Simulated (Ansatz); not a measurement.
# AsH3OZn + H2: a complex and its separated parts, part 1 of 2

The complex below is one end of an elementary step. How strongly is it bound against its free parts?

Computed with Ansatz 0.2.0, Gaussian basis. Level: PBE0-D4/def2-TZVP structures, single points in def2-TZVPP, no counterpoise correction.

Levels: SPW92, PBE-D4, BLYP-D4, r2SCAN-D4, B97M-V, PBE0-D4, B3LYP-D4, r2SCAN0-D4, BHLYP-D4, CAM-B3LYP-D4, wB97X-V, wB97M-V, B2PLYP, PBE-QIDH, RPA on PBE, Hartree-Fock, MP2, CCSD, CCSD(T).

Correlated methods freeze the cores. The 3s and 3p shells of Cu and Zn are frozen; filled d shells are correlated. B3LYP uses VWN-RPA correlation. B2PLYP carries no dispersion term here.

94 further runs of the same task are left out: 94 set aside as unsound or not needed.

### 1 Where the work starts

The complex: 8 atoms, charge 0, spin multiplicity 1.

Atoms are counted from 1 here; the program's logs count them from 0.

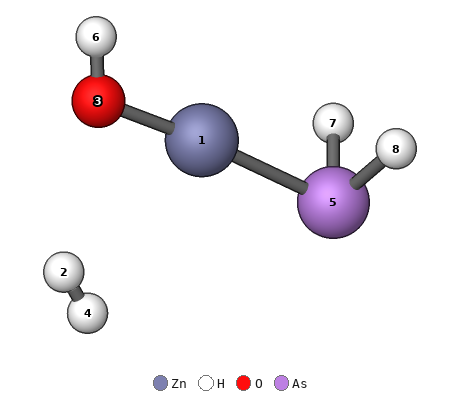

As it starts; zinc blue, hydrogen white, oxygen red, arsenic purple; atoms are numbered from 1 in the order of the file.

Geometry (Å):

```xyz
8
AsH5OZn
Zn   -0.3778    0.0636    0.1371
H     0.5973   -2.0401   -1.4143
O    -1.5762   -1.1505   -0.3993
H     1.3210   -1.8474   -1.4350
As    1.3175    1.5714    0.7693
H    -2.4851   -0.9985   -0.1358
H     0.4660    2.7468    0.3007
H     0.7373    1.6546    2.1775
```

Its parts: AsH3OZn holds atoms 1, 3, 5, 6, 7, 8; H2 holds atoms 2, 4. Each part counts its atoms afresh in its own runs.

### 2 Relaxing AsH3OZn alone

Input file relax-a/in.yaml:

```yaml
crystal:
  periodic: [false, false, false]
  atoms:
    - {symbol: Zn, position_ang: [-0.377761, 0.063630, 0.137116]}
    - {symbol: O, position_ang: [-1.576184, -1.150474, -0.399255]}
    - {symbol: As, position_ang: [1.317513, 1.571442, 0.769275]}
    - {symbol: H, position_ang: [-2.485132, -0.998549, -0.135767]}
    - {symbol: H, position_ang: [0.465987, 2.746843, 0.300744]}
    - {symbol: H, position_ang: [0.737339, 1.654626, 2.177465]}
basis:
  gaussian: {orbitals: def2-TZVP}
hamiltonian: {xc: pbe0, dispersion: d4}
relax: {f_tol: 0.005, max_steps: 200}
```

Run with:

```
ansatz run in.yaml --threads 8 --pin off --events-out ev --progress --plain --max-ram 19148MiB
```

The program printed, cut to the lines that bear on the results:

```text
Functional definition: PBE0
  name "PBE0"
  cite "Adamo & Barone, J. Chem. Phys. 110, 6158 (1999) doi:10.1063/1.478522"
  cite "Perdew, Burke & Ernzerhof, Phys. Rev. Lett. 77, 3865 (1996) doi:10.1103/PhysRevLett.77.3865"
  parent pbe
[...]
1247 factors; their error is unknown
[...]
mean field -111342.52554987 eV, -4091.7623432833 hartree, gradient 5.7e-5 eV, S^2 0.000000; 0 other end points of the search recorded, 0 dependent functions left out
[...]
reference -111342.52558179 eV, -4091.7623444564 hartree; 37, 37 occupied and 108, 108 virtual orbitals, 1247 factors
[...]
reference -111342.52633469 eV, -4091.7623721249 hartree; 37, 37 occupied and 108, 108 virtual orbitals, 1247 factors
Total energy: -111342.60916826 eV, -4091.7654162024 hartree
Atom 0 at    -0.393653     0.074373     0.150154 Å, force     0.000449     0.000462     0.000303 eV/Å
Atom 1 at    -1.569747    -1.153423    -0.390715 Å, force    -0.001426     0.000036     0.000581 eV/Å
Atom 2 at     1.318570     1.569804     0.764999 Å, force    -0.002961     0.000891     0.000858 eV/Å
Atom 3 at    -2.485923    -1.003508    -0.152368 Å, force     0.001856     0.000159    -0.000602 eV/Å
Atom 4 at     0.466054     2.746642     0.300796 Å, force     0.001071    -0.001411     0.000523 eV/Å
Atom 5 at     0.746460     1.653631     2.176713 Å, force     0.001010    -0.000137    -0.001663 eV/Å
Dipole moment:    -0.136666     0.271082     0.182942 e Å
```

Run time: 8.5 s. Hardware: 8 threads of Arm Neoverse V1, shared host.

Relaxation path:

| step | energy from step 1 (eV) | largest force component (eV/Å) |
| --- | --- | --- |
| 1 | 0.0000 | 0.0999 |
| 2 | -0.0003 | 0.0527 |
| 3 | -0.0007 | 0.0272 |
| 4 | -0.0008 | 0.0071 |
| 5 | -0.0008 | 0.0030 |

Close pairs (by a distance rule), those that changed most:

| bond | before (Å) | after (Å) | change (Å) |
| --- | --- | --- | --- |
| Zn1–O2 | 1.788 | 1.784 | -0.004 |
| As3–H5 | 1.525 | 1.526 | +0.000 |
| As3–H6 | 1.525 | 1.526 | +0.000 |
| Zn1–As3 | 2.355 | 2.355 | -0.000 |
| O2–H4 | 0.958 | 0.958 | -0.000 |

### 3 Relaxing H2 alone

Input file relax-b/in.yaml:

```yaml
crystal:
  periodic: [false, false, false]
  atoms:
    - {symbol: H, position_ang: [0.597274, -2.040135, -1.414342]}
    - {symbol: H, position_ang: [1.320963, -1.847384, -1.435035]}
basis:
  gaussian: {orbitals: def2-TZVP}
hamiltonian: {xc: pbe0, dispersion: d4}
relax: {f_tol: 0.005, max_steps: 200}
```

Run with:

```
ansatz run in.yaml --threads 8 --pin off --events-out ev --progress --plain --max-ram 19148MiB
```

The program printed, cut to the lines that bear on the results:

```text
[... 5 set-up lines as earlier in the session ...]
[...]
88 factors; their error is unknown
[...]
mean field -31.78848067 eV, -1.1682051176 hartree, gradient 1.7e-5 eV, S^2 0.000000; 0 other end points of the search recorded, 0 dependent functions left out
[...]
reference -31.78866853 eV, -1.1682120214 hartree; 1, 1 occupied and 11, 11 virtual orbitals, 88 factors
Total energy: -31.79027509 eV, -1.1682710614 hartree
Atom 0 at     0.598735    -2.039746    -1.414384 Å, force     0.002158     0.000575    -0.000062 eV/Å
Atom 1 at     1.319502    -1.847773    -1.434993 Å, force    -0.002158    -0.000575     0.000062 eV/Å
Dipole moment:     0.000000     0.000000    -0.000000 e Å
```

Wall time 0.15 s (8 threads of Arm Neoverse V1, shared host).

Step by step:

| step | energy from step 1 (eV) | largest force component (eV/Å) |
| --- | --- | --- |
| 1 | 0.0000 | 0.1067 |
| 2 | -0.0002 | 0.0022 |

The bond:

| bond | before (Å) | after (Å) | change (Å) |
| --- | --- | --- | --- |
| H1–H2 | 0.749 | 0.746 | -0.003 |

### 4 SPW92/def2-TZVPP

Input file parta/in.yaml:

```yaml
crystal:
  periodic: [false, false, false]
  atoms:
    - {symbol: Zn, position_ang: [-0.393653, 0.074373, 0.150154]}
    - {symbol: O, position_ang: [-1.569747, -1.153423, -0.390715]}
    - {symbol: As, position_ang: [1.318570, 1.569804, 0.764999]}
    - {symbol: H, position_ang: [-2.485923, -1.003508, -0.152368]}
    - {symbol: H, position_ang: [0.466054, 2.746642, 0.300796]}
    - {symbol: H, position_ang: [0.746460, 1.653631, 2.176713]}
basis:
  gaussian: {orbitals: def2-TZVPP}
hamiltonian: {xc: lda}
```

Input file partb/in.yaml:

```yaml
crystal:
  periodic: [false, false, false]
  atoms:
    - {symbol: H, position_ang: [0.598735, -2.039746, -1.414384]}
    - {symbol: H, position_ang: [1.319502, -1.847773, -1.434993]}
basis:
  gaussian: {orbitals: def2-TZVPP}
hamiltonian: {xc: lda}
```

Each run has its own folder and the same command.

Run with:

```
ansatz run in.yaml --threads 8 --pin off --events-out ev --progress --plain --max-ram 19148MiB
```

parta printed, cut to the lines that bear on the results:

```text
Functional definition: SPW92
  name "SPW92"
  cite "Dirac, Proc. Camb. Phil. Soc. 26, 376 (1930) doi:10.1017/S0305004100016108"
  cite "Slater, Phys. Rev. 81, 385 (1951) doi:10.1103/PhysRev.81.385"
  cite "Perdew & Wang, Phys. Rev. B 45, 13244 (1992) doi:10.1103/PhysRevB.45.13244"
[...]
1200 factors; their error is unknown
[...]
mean field -111175.79136758 eV, -4085.6349751007 hartree, gradient 2.3e-5 eV, S^2 0.000000; 0 other end points of the search recorded, 0 dependent functions left out
reference -111175.79140855 eV, -4085.6349766061 hartree; 37, 37 occupied and 148, 148 virtual orbitals, 1200 factors
Total energy: -111175.79140855 eV, -4085.6349766061 hartree
```

Log of partb, cut to the lines that bear on the results:

```text
[... 5 set-up lines as earlier in the session ...]
[...]
118 factors; their error is unknown
[...]
mean field -30.93530685 eV, -1.1368515582 hartree, gradient 4.4e-5 eV, S^2 0.000000; 0 other end points of the search recorded, 0 dependent functions left out
reference -30.93532753 eV, -1.1368523181 hartree; 1, 1 occupied and 27, 27 virtual orbitals, 118 factors
Total energy: -30.93532753 eV, -1.1368523181 hartree
```

Wall times: 0.6 s (parta), 0.1 s (partb) on 8 threads of Arm Neoverse V1, shared host.

### 5 PBE-D4/def2-TZVPP

Each input of step 4 (parta, partb) changes in the same lines:

```diff
-hamiltonian: {xc: lda}
+hamiltonian: {xc: pbe, dispersion: d4}
```

Each run has its own folder and the same command.

Run with:

```
ansatz run in.yaml --threads 8 --pin off --events-out ev --progress --plain --max-ram 19148MiB
```

Log of parta, cut to the lines that bear on the results:

```text
Functional definition: PBE
  name "PBE"
[... 2 set-up lines as earlier in the session ...]
[...]
1200 factors; their error is unknown
[...]
mean field -111340.41469380 eV, -4091.6847707533 hartree, gradient 3.5e-5 eV, S^2 0.000000; 0 other end points of the search recorded, 0 dependent functions left out
reference -111340.41473741 eV, -4091.6847723562 hartree; 37, 37 occupied and 148, 148 virtual orbitals, 1200 factors
Total energy: -111340.51242281 eV, -4091.6883622282 hartree
```

Output in partb, cut to the lines that bear on the results:

```text
[... 4 set-up lines as earlier in the session ...]
[...]
118 factors; their error is unknown
[...]
mean field -31.73222455 eV, -1.1661377434 hartree, gradient 3.1e-5 eV, S^2 0.000000; 0 other end points of the search recorded, 0 dependent functions left out
reference -31.73224623 eV, -1.1661385399 hartree; 1, 1 occupied and 27, 27 virtual orbitals, 118 factors
Total energy: -31.73426546 eV, -1.1662127453 hartree
```

Times: 0.9 s (parta), 0.1 s (partb) on 8 threads of Arm Neoverse V1, shared host.

### 6 BLYP-D4/def2-TZVPP

The same edit goes into each in.yaml of step 5 (parta, partb):

```diff
-hamiltonian: {xc: pbe, dispersion: d4}
+hamiltonian: {xc: {name: BLYP}, dispersion: d4}
```

The same command starts each run, in its folder.

Run with:

```
ansatz run in.yaml --threads 8 --pin off --events-out ev --progress --plain --max-ram 19148MiB
```

Log of parta, cut to the lines that bear on the results:

```text
Functional definition: BLYP
  name "BLYP"
  cite "Becke, Phys. Rev. A 38, 3098 (1988) doi:10.1103/PhysRevA.38.3098"
  cite "Lee, Yang & Parr, Phys. Rev. B 37, 785 (1988) doi:10.1103/PhysRevB.37.785"
[...]
1200 factors; their error is unknown
[...]
mean field -111362.31885274 eV, -4092.4897337475 hartree, gradient 5.3e-5 eV, S^2 0.000000; 0 other end points of the search recorded, 0 dependent functions left out
reference -111362.31918682 eV, -4092.4897460247 hartree; 37, 37 occupied and 148, 148 virtual orbitals, 1200 factors
Total energy: -111362.53072061 eV, -4092.4975197478 hartree
```

partb printed, cut to the lines that bear on the results:

```text
[... 4 set-up lines as earlier in the session ...]
[...]
118 factors; their error is unknown
[...]
mean field -31.82604689 eV, -1.1695856507 hartree, gradient 8.3e-5 eV, S^2 0.000000; 0 other end points of the search recorded, 0 dependent functions left out
reference -31.82623931 eV, -1.1695927222 hartree; 1, 1 occupied and 27, 27 virtual orbitals, 118 factors
Total energy: -31.83113723 eV, -1.1697727171 hartree
```

Times: 0.95 s (parta), 0.1 s (partb) on 8 threads of Arm Neoverse V1, shared host.

### 7 r2SCAN-D4/def2-TZVPP

Each input of step 6 (parta, partb) changes in the same lines:

```diff
-hamiltonian: {xc: {name: BLYP}, dispersion: d4}
+hamiltonian: {xc: r2scan, dispersion: d4}
```

The same command starts each run, in its folder.

Run with:

```
ansatz run in.yaml --threads 8 --pin off --events-out ev --progress --plain --max-ram 19148MiB
```

parta printed, cut to the lines that bear on the results:

```text
Functional definition: r2SCAN
  name "r2SCAN"
  cite "Furness, Kaplan, Ning, Perdew & Sun, J. Phys. Chem. Lett. 11, 8208 (2020) doi:10.1021/acs.jpclett.0c02405"
  cite "Furness, Kaplan, Ning, Perdew & Sun, J. Phys. Chem. Lett. 11, 9248 (2020) doi:10.1021/acs.jpclett.0c03077"
  parent r2scan
[...]
1200 factors; their error is unknown
[...]
mean field -111357.40043188 eV, -4092.3089851145 hartree, gradient 5.4e-5 eV, S^2 0.000000; 0 other end points of the search recorded, 0 dependent functions left out
reference -111357.40044486 eV, -4092.3089855917 hartree; 37, 37 occupied and 148, 148 virtual orbitals, 1200 factors
Total energy: -111357.42289504 eV, -4092.3098106204 hartree
```

Log of partb, cut to the lines that bear on the results:

```text
[... 5 set-up lines as earlier in the session ...]
[...]
118 factors; their error is unknown
[...]
mean field -31.87204771 eV, -1.1712761498 hartree, gradient 4.1e-5 eV, S^2 0.000000; 0 other end points of the search recorded, 0 dependent functions left out
reference -31.87205433 eV, -1.1712763930 hartree; 1, 1 occupied and 27, 27 virtual orbitals, 118 factors
Total energy: -31.87255572 eV, -1.1712948185 hartree
```

They took 1.9 s (parta), 0.35 s (partb) on 8 threads of Arm Neoverse V1, shared host.

### 8 B97M-V/def2-TZVPP

The same edit goes into each in.yaml of step 7 (parta, partb):

```diff
-hamiltonian: {xc: r2scan, dispersion: d4}
+hamiltonian: {xc: {name: B97M-V}}
```

Each run has its own folder and the same command.

Run with:

```
ansatz run in.yaml --threads 8 --pin off --events-out ev --progress --plain --max-ram 19148MiB
```

Log of parta, cut to the lines that bear on the results:

```text
Functional definition: B97M-V
  name "B97M-V"
  cite "Mardirossian & Head-Gordon, J. Chem. Phys. 142, 074111 (2015) doi:10.1063/1.4907719"
  cite "Becke, J. Chem. Phys. 107, 8554 (1997) doi:10.1063/1.475007"
  cite "Vydrov & Van Voorhis, J. Chem. Phys. 133, 244103 (2010) doi:10.1063/1.3521275"
  # Of w^i u^j: cxij and so on, Table III.
[...]
  gx(w, u) = cx00 + cx01*u + cx02*u^2 + (cx10 + cx11*u)*w
[...]
      + integral(e_c_pw_mod_opposite_spin*gos(b97_w_opposite, b97_u_opposite)) + vv10(b, c)
1200 factors; their error is unknown
[...]
mean field -111337.37435472 eV, -4091.5730403532 hartree, gradient 3.5e-5 eV, S^2 0.000000; 0 other end points of the search recorded, 0 dependent functions left out
reference -111337.37441634 eV, -4091.5730426177 hartree; 37, 37 occupied and 148, 148 virtual orbitals, 1200 factors
Total energy: -111337.37441634 eV, -4091.5730426177 hartree
```

Log of partb, cut to the lines that bear on the results:

```text
[... 5 set-up lines as earlier in the session ...]
  # Of w^i u^j: cxij and so on, Table III.
[...]
  gx(w, u) = cx00 + cx01*u + cx02*u^2 + (cx10 + cx11*u)*w
  gss(w, u) = css00 + css02*u^2 + css10*w + (css32*w^3 + css42*w^4)*u^2
  gos(w, u) = cos00 + cos01*u + cos03*u^3 + cos10*w + cos32*w^3*u^2
[...]
      + integral(e_c_pw_mod_opposite_spin*gos(b97_w_opposite, b97_u_opposite)) + vv10(b, c)
118 factors; their error is unknown
[...]
mean field -31.90528408 eV, -1.1724975636 hartree, gradient 8.2e-6 eV, S^2 0.000000; 0 other end points of the search recorded, 0 dependent functions left out
reference -31.90531376 eV, -1.1724986544 hartree; 1, 1 occupied and 27, 27 virtual orbitals, 118 factors
Total energy: -31.90531376 eV, -1.1724986544 hartree
```

They took 3.6 s (parta), 0.15 s (partb) on 8 threads of Arm Neoverse V1, shared host.

### 9 PBE0-D4/def2-TZVPP

Each input of step 8 (parta, partb) changes in the same lines:

```diff
-hamiltonian: {xc: {name: B97M-V}}
+hamiltonian: {xc: pbe0, dispersion: d4}
+output: {orbitals: {seedname: orbitals}}
```

One command serves all of them, each in its own folder.

Run with:

```
ansatz run in.yaml --threads 8 --pin off --events-out ev --progress --plain --max-ram 19148MiB
```

parta printed, cut to the lines that bear on the results:

```text
[... 5 set-up lines as earlier in the session ...]
[...]
1335 factors; their error is unknown
[...]
mean field -111342.60147850 eV, -4091.7651336090 hartree, gradient 3.0e-5 eV, S^2 0.000000; 0 other end points of the search recorded, 0 dependent functions left out
reference -111342.60151078 eV, -4091.7651347952 hartree; 37, 37 occupied and 148, 148 virtual orbitals, 1335 factors
Total energy: -111342.68434434 eV, -4091.7681788725 hartree
```

Log of partb, cut to the lines that bear on the results:

```text
[... 5 set-up lines as earlier in the session ...]
[...]
118 factors; their error is unknown
[...]
mean field -31.79610708 eV, -1.1684853830 hartree, gradient 5.5e-5 eV, S^2 0.000000; 0 other end points of the search recorded, 0 dependent functions left out
reference -31.79612307 eV, -1.1684859707 hartree; 1, 1 occupied and 27, 27 virtual orbitals, 118 factors
Total energy: -31.79772963 eV, -1.1685450107 hartree
```

Times: 1.3 s (parta), 0.1 s (partb) on 8 threads of Arm Neoverse V1, shared host.

### 10 B3LYP-D4/def2-TZVPP

Each input of step 9 (parta, partb) changes in the same lines:

```diff
-hamiltonian: {xc: pbe0, dispersion: d4}
-output: {orbitals: {seedname: orbitals}}
+hamiltonian: {xc: {name: B3LYP}, dispersion: d4}
```

Each run has its own folder and the same command.

Run with:

```
ansatz run in.yaml --threads 8 --pin off --events-out ev --progress --plain --max-ram 19148MiB
```

parta printed, cut to the lines that bear on the results:

```text
Functional definition: B3LYP
  name "B3LYP"
  cite "Stephens, Devlin, Chabalowski & Frisch, J. Phys. Chem. 98, 11623 (1994) doi:10.1021/j100096a001"
[... 2 set-up lines as earlier in the session ...]
  cite "Vosko, Wilk & Nusair, Can. J. Phys. 58, 1200 (1980) doi:10.1139/p80-159"
[...]
1308 factors; their error is unknown
[...]
mean field -111361.66036594 eV, -4092.4655348036 hartree, gradient 3.4e-5 eV, S^2 0.000000; 0 other end points of the search recorded, 0 dependent functions left out
reference -111361.66061721 eV, -4092.4655440378 hartree; 37, 37 occupied and 148, 148 virtual orbitals, 1308 factors
Total energy: -111361.82053201 eV, -4092.4714207984 hartree
```

Output in partb, cut to the lines that bear on the results:

```text
[... 6 set-up lines as earlier in the session ...]
[...]
118 factors; their error is unknown
[...]
mean field -32.10922579 eV, -1.1799922834 hartree, gradient 4.6e-5 eV, S^2 0.000000; 0 other end points of the search recorded, 0 dependent functions left out
reference -32.10936789 eV, -1.1799975056 hartree; 1, 1 occupied and 27, 27 virtual orbitals, 118 factors
Total energy: -32.11251899 eV, -1.1801133063 hartree
```

Times: 1.2 s (parta), 0.1 s (partb) on 8 threads of Arm Neoverse V1, shared host.

### 11 r2SCAN0-D4/def2-TZVPP

The same edit goes into each in.yaml of step 10 (parta, partb):

```diff
-hamiltonian: {xc: {name: B3LYP}, dispersion: d4}
+hamiltonian: {xc: {name: r2SCAN0}, dispersion: d4}
```

The same command starts each run, in its folder.

Run with:

```
ansatz run in.yaml --threads 8 --pin off --events-out ev --progress --plain --max-ram 19148MiB
```

parta printed, cut to the lines that bear on the results:

```text
Functional definition: r2SCAN0
  name "r2SCAN0"
  cite "Bursch, Neugebauer, Ehlert & Grimme, J. Chem. Phys. 156, 134105 (2022) doi:10.1063/5.0086040"
[... 3 set-up lines as earlier in the session ...]
[...]
1335 factors; their error is unknown
[...]
mean field -111355.60133147 eV, -4092.2428693940 hartree, gradient 2.7e-5 eV, S^2 0.000000; 0 other end points of the search recorded, 0 dependent functions left out
reference -111355.60134169 eV, -4092.2428697696 hartree; 37, 37 occupied and 148, 148 virtual orbitals, 1335 factors
Total energy: -111355.62876321 eV, -4092.2438774918 hartree
```

Output in partb, cut to the lines that bear on the results:

```text
[... 6 set-up lines as earlier in the session ...]
[...]
118 factors; their error is unknown
[...]
mean field -31.85186474 eV, -1.1705344393 hartree, gradient 1.4e-5 eV, S^2 0.000000; 0 other end points of the search recorded, 0 dependent functions left out
reference -31.85186987 eV, -1.1705346276 hartree; 1, 1 occupied and 27, 27 virtual orbitals, 118 factors
Total energy: -31.85241124 eV, -1.1705545229 hartree
```

Wall times: 2.2 s (parta), 0.35 s (partb) on 8 threads of Arm Neoverse V1, shared host.

### 12 BHLYP-D4/def2-TZVPP

The same edit goes into each in.yaml of step 11 (parta, partb):

```diff
-hamiltonian: {xc: {name: r2SCAN0}, dispersion: d4}
+hamiltonian: {xc: {name: BHLYP}, dispersion: d4}
```

One command serves all of them, each in its own folder.

Run with:

```
ansatz run in.yaml --threads 8 --pin off --events-out ev --progress --plain --max-ram 19148MiB
```

Log of parta, cut to the lines that bear on the results:

```text
Functional definition: BHLYP
  name "BHLYP"
  cite "Becke, J. Chem. Phys. 98, 1372 (1993) doi:10.1063/1.464304"
[... 2 set-up lines as earlier in the session ...]
[...]
1452 factors; their error is unknown
[...]
mean field -111356.28593597 eV, -4092.2680281455 hartree, gradient 7.6e-5 eV, S^2 0.000000; 0 other end points of the search recorded, 0 dependent functions left out
reference -111356.28610456 eV, -4092.2680343407 hartree; 37, 37 occupied and 148, 148 virtual orbitals, 1452 factors
Total energy: -111356.42532729 eV, -4092.2731506819 hartree
```

Log of partb, cut to the lines that bear on the results:

```text
[... 5 set-up lines as earlier in the session ...]
[...]
118 factors; their error is unknown
[...]
mean field -31.83804881 eV, -1.1700267133 hartree, gradient 5.6e-5 eV, S^2 0.000000; 0 other end points of the search recorded, 0 dependent functions left out
reference -31.83814438 eV, -1.1700302252 hartree; 1, 1 occupied and 27, 27 virtual orbitals, 118 factors
Total energy: -31.83988797 eV, -1.1700943012 hartree
```

They took 1.2 s (parta), 0.1 s (partb) on 8 threads of Arm Neoverse V1, shared host.

(Continued in part 2 of 2.)
